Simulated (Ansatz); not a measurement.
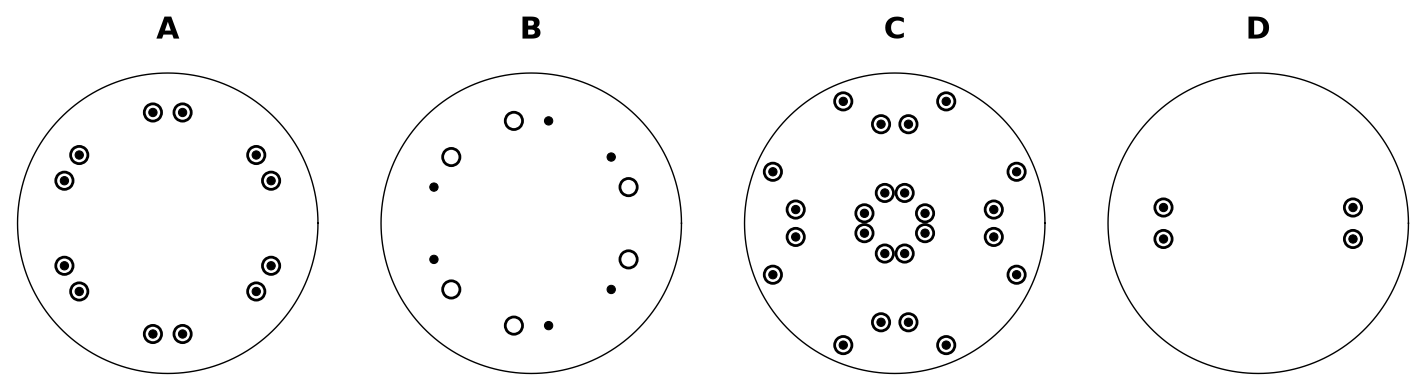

Stereographic projection: filled dots lie in the upper hemisphere, open rings in the lower. Each shows the poles of one general form. The c axis points at the viewer. Computed from the symmetry of the structures below (computed or model cells, partly hypothetical).

Match each stereogram to its crystal.
1. I, Cmce, No. 64
2. Bi, No. 166, R-3m, hexagonal axes
3. Nb, No. 229, Im-3m
4. Ru, P6_3/mmc (No. 194)

A is 4 (point group 6/mmm); B is 2 (point group -3m); C is 3 (point group m-3m); D is 1 (point group mmm).
